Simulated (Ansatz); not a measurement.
CH4FInO

The calculation's input:

```
crystal:
  periodic: [false, false, false]
  atoms:
    - { symbol: In, position_ang: [-0.775515, -0.344163, 0.098632] }
    - { symbol: F, position_ang: [1.703721, -2.49362, 0.217722] }
    - { symbol: O, position_ang: [-1.313936, -2.118463, 0.386873] }
    - { symbol: H, position_ang: [0.83884, -2.794799, 0.333616] }
    - { symbol: C, position_ang: [-0.187644, 1.686139, -0.219887] }
    - { symbol: H, position_ang: [-0.491723, 2.285966, 0.658286] }
    - { symbol: H, position_ang: [-0.684819, 2.062773, -1.133316] }
    - { symbol: H, position_ang: [0.911075, 1.716166, -0.341726] }
magnetization:
  spin_polarized: true
basis:
  gaussian: { orbitals: def2-SVP }
hamiltonian:
  xc: pbe
relax:
  f_tol: 0.03
  max_steps: 50
output:
  orbitals: {}
```

Command:

```sh
ansatz run input.yaml --threads 2 --pin off --max-ram 3072MiB --backend cpu --events-out ev --progress --plain --runs-dir out
```

The fields are those of the run's last geometry, not of the input's.

Core potentials replace the inner electrons of In.

Method: Ansatz, UKS PBE/def2-SVP.

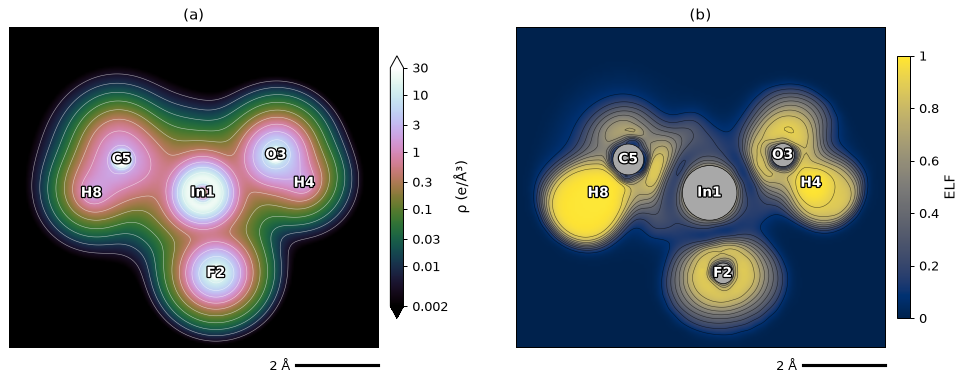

Figure 1. (a) electron density; (b) electron localisation function on the plane of atoms O3, In1 and C5. Grey discs cover the atomic cores in the ELF map.

**What does the map show?**

Atoms in the plane: In, F, O, H and C. In–F (1.99 Å): the density is about 0.65 e/Å³ at the midpoint; the ELF is about 0.10 at the midpoint. In–O (2.02 Å): ρ is about 0.67 e/Å³ halfway; the ELF peaks at about 0.85 in the valence shell of O, 0.6 Å from its nucleus, and drops to about 0.10 between the two atoms. C–In (2.15 Å): ρ is about 0.65 e/Å³ halfway; the ELF peaks at about 0.85 in the valence shell of C, 0.6 Å from its nucleus, and drops to about 0.20 between the two atoms. O–H (0.98 Å): ρ is about 3.5 e/Å³ halfway; the ELF climbs to about 1 towards the hydrogen, as it does in any bond to H (a covalent bond by its length). C–H (1.11 Å): the density is about 1.9 e/Å³ at the midpoint; the ELF climbs to about 1 towards the hydrogen; an ordinary covalent bond to hydrogen. The ELF also peaks beside F2 and O3, away from the bonds: lone-pair regions.

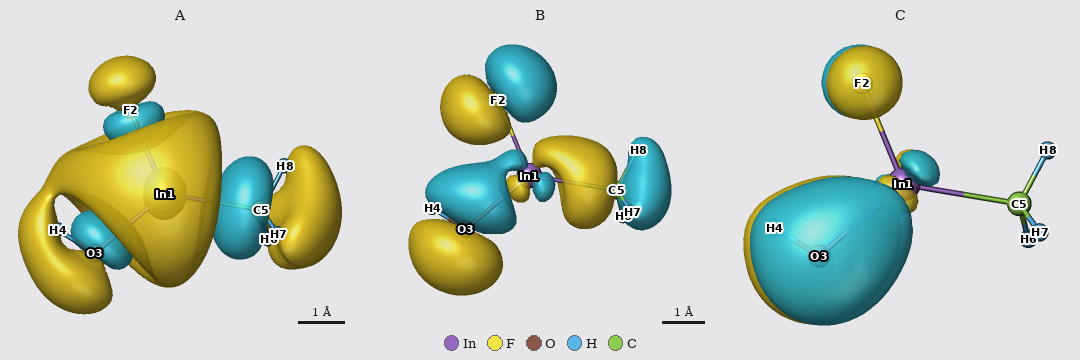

Figure 2. Three frontier orbitals at ±0.06 Å⁻³ᐟ² (yellow and cyan are the two phases), in no order.

**Which picture is the HOMO−1, the HOMO and the LUMO?**

B is the HOMO−1 (−6.90 eV). By Hirshfeld shares it lies mainly on O3 (about 40 %), F2 (about 40 %), In1 (about 10 %) and C5 (about 10 %); largely a combination of lone pairs on O3 and F2. C is the HOMO (−6.50 eV). Its weight (Hirshfeld) is mainly on O3 (about 80 %) and In1 (about 10 %); largely a lone pair of O3. A is the LUMO (−2.11 eV). By Hirshfeld shares it lies mainly on In1 (about 45 %), C5 (about 20 %), O3 (about 15 %) and F2 (about 10 %).

**What is the HOMO–LUMO gap?**

4.39 eV between the orbital energies.
